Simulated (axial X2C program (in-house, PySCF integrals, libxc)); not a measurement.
# AsAl: relativistic diatomic calculation

AsAl. The reference is closed-shell AsAl; the roots are vertical excitation energies. The distance is the PBE0 minimum at charge 0. Computed at this level: EOM-EE-CCSD, two-component X2C with atomic mean-field Coulomb and Gaunt terms, As dyall-acv3z, Al dyall-av3z (cores contracted) (axial X2C program (in-house, PySCF integrals, libxc)).

## Results in brief

| quantity | value |
| --- | --- |
| outcome | converged |
| HF energy of the reference AsAl | −2500.62368 hartree |
| MP2 energy of the reference AsAl | −2500.78263 hartree |
| CCSD energy of the reference AsAl (with the MP2 share of the virtual spinors left out of the coupled-cluster step) | −2500.82638 hartree |
| CCSD(T) energy of the reference AsAl | −2500.84000 hartree |
| T1 diagnostic (spinor form; for a closed shell √2 times the usual value) | 0.133 |
| hardware | 1 thread of Arm Neoverse V2, 24 GiB of memory available, shared host |
| wall time | 18 s |
| peak memory | 0.58 GiB |

## The input
```
{"zs": [33, 13], "q": 0, "bas": ["dyall-acv3z", "dyall-av3z"], "r0": 2.47, "eom": "ee", "thr": -2.0, "nmax": 88}
```

The line is the task of a batch: nuclear charges, charge, bases, a first guess of the distance and further settings. This report covers the levels named above. The log is that of the reference distance 2.529 Å.

The run was one of a batch that the task file lists, launched with:
```bash
python <driver script> task.json out
```

## Output
```
two-component X2C + atomic mean field  HF
basis functions 184  fitting functions 1014  grid points 5085
iter        total energy     max residual
   1      -2497.374869202     1.03e+01
   2      -2498.791549118     8.81e+00
   3      -2499.614080876     6.54e+00
   4      -2500.416986164     1.35e+00
   5      -2500.566494935     9.35e-01
   6      -2500.601792796     2.96e-01
   7      -2500.617518912     2.24e-01
   8      -2500.620349336     1.61e-01
   9      -2500.621634399     3.55e-02
  10      -2500.622064776     2.18e-02
  11      -2500.622400001     3.76e-02
  12      -2500.622810020     2.80e-02
  13      -2500.623134331     1.51e-02
  14      -2500.623388254     8.54e-03
  15      -2500.623523423     1.56e-02
  16      -2500.623590288     4.30e-03
  17      -2500.623631908     1.85e-03
  18      -2500.623662079     3.28e-03
  19      -2500.623674860     2.17e-03
  20      -2500.623678355     7.61e-04
  21      -2500.623678921     3.13e-04
  22      -2500.623679033     1.31e-04
  23      -2500.623679065     8.60e-05
  24      -2500.623679074     2.51e-05
  25      -2500.623679076     1.33e-05
  26      -2500.623679076     1.12e-05
  27      -2500.623679076     3.54e-06
  28      -2500.623679077     1.55e-06
converged
one-electron -3661.53934205  Coulomb 1172.79313741  exact exchange -100.81003986  xc functional 0.00000000  nuclear repulsion 89.76552925  atomic mean-field constant -0.83296383
correlated 8  virtual 268  natural virtual 88  E(MP2) -0.158950920  MP2 remainder -0.017687458
iter   CCSD correlation   residual
   1     -0.165067920   1.83e-01
   2     -0.177548812   1.07e-01
   3     -0.180629620   6.66e-02
   4     -0.182985428   4.88e-02
   5     -0.184369656   2.81e-02
   6     -0.184612760   1.29e-02
   7     -0.184830297   8.61e-03
   8     -0.184875437   6.38e-03
   9     -0.184884917   5.37e-03
  10     -0.184904820   4.95e-03
  11     -0.184907583   4.69e-03
  12     -0.184902161   4.24e-03
  13     -0.184880427   3.58e-03
  14     -0.184857197   2.88e-03
  15     -0.184905290   2.05e-03
  16     -0.184935607   1.34e-03
  17     -0.184992548   9.68e-04
  18     -0.185004499   5.42e-04
  19     -0.185011794   3.29e-04
  20     -0.185014722   2.00e-04
  21     -0.185015245   1.12e-04
  22     -0.185015372   6.29e-05
  23     -0.185015366   4.34e-05
  24     -0.185014938   3.30e-05
  25     -0.185014653   2.43e-05
  26     -0.185014497   2.02e-05
  27     -0.185014431   1.72e-05
  28     -0.185014565   1.20e-05
  29     -0.185014698   6.65e-06
  30     -0.185014785   4.02e-06
  31     -0.185014865   2.84e-06
  32     -0.185014919   1.93e-06
  33     -0.185014959   1.23e-06
  34     -0.185014973   6.28e-07
(T) -0.0136176136785329  T1 0.1335  D1 0.2611  max T2 0.263
EOM-EE-CCSD roots
2*Omega      energy/Eh   energy/eV  one-particle weight
    0       0.00004637      0.0013      0.926
    0       0.00818227      0.2227      0.882
    0       0.07666437      2.0861      0.293
    0       0.08294600      2.2571      0.900
    0       0.08754289      2.3822      0.864
    2      -0.01329374     -0.3617      0.945
    2       0.00899595      0.2448      0.904
    2       0.07420573      2.0192      0.305
    2       0.08701808      2.3679      0.599
    4       0.00629006      0.1712      0.921
    4       0.07229973      1.9674      0.133
    4       0.08630739      2.3485      0.709
    6       0.10332169      2.8115      0.473
```

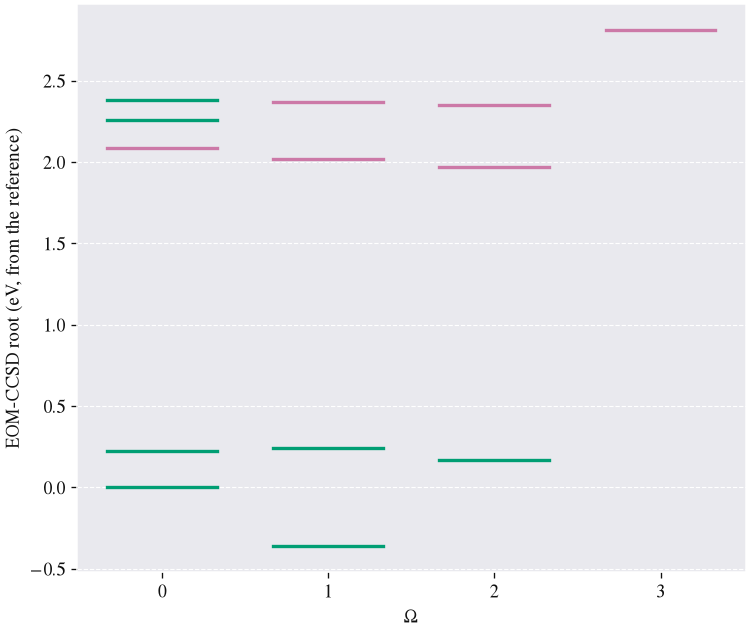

Fig. 1: EOM-CCSD roots by Ω at 2.53 Å; roots whose one-particle weight is under 0.8 have the second colour. The lowest has Ω = 1 and lies at −0.362 eV, with one-particle weight 0.95. 6 of the 13 roots are less well described at this level.
